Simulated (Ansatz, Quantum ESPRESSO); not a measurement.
# 1T-SnO2, 1 layer: the gap on the mesh at a withheld member of a series

**Set-up.** Quantum ESPRESSO 7.5, PBE, SG15 norm-conserving. Cell and atoms are relaxed under PBE (GBRV files) and held. Screened hybrids with norm-conserving files, screening 0.106 per bohr, fixed occupations, a 9×9×1 mesh with exchange on 3×3×1 q points. Levels count from the potential in the middle of the vacuum. The series steps the share of short-range exact exchange (0.25 is HSE06, 0 is PBE).

| share of short-range exact exchange | gap on the mesh (eV) |
| --- | --- |
| 0 | 2.659 |
| 0.1 | 3.223 |
| 0.2 | 3.805 |
| 0.25 | 4.102 |
| 0.3 | 4.404 |
| 0.4 | 5.017 |

One more run was made and is withheld. What is the gap on the mesh at 0.15?

**Worked estimate.** The rows at 0.1 and 0.2 give a slope of (3.805 − (3.223))/(0.2 − (0.1)) = 5.82, so a straight line gives 3.514 eV. A parabola through these and the row at 0 gives 3.512 eV.

**The withheld run.** 3.511 eV. The line misses by +0.003 and the parabola by +0.001 eV. Both misses are under 5 % of the step from the nearer row.

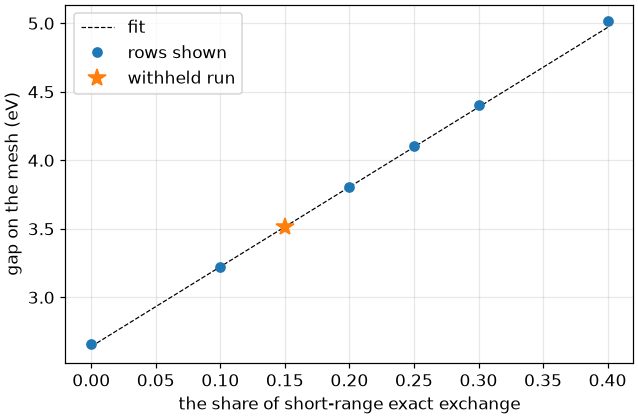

The rows shown, the fit and the withheld run.

Caveats: Gaps are those of the mesh; no spin-orbit coupling; the q mesh was not tested; the geometry stays that of PBE.
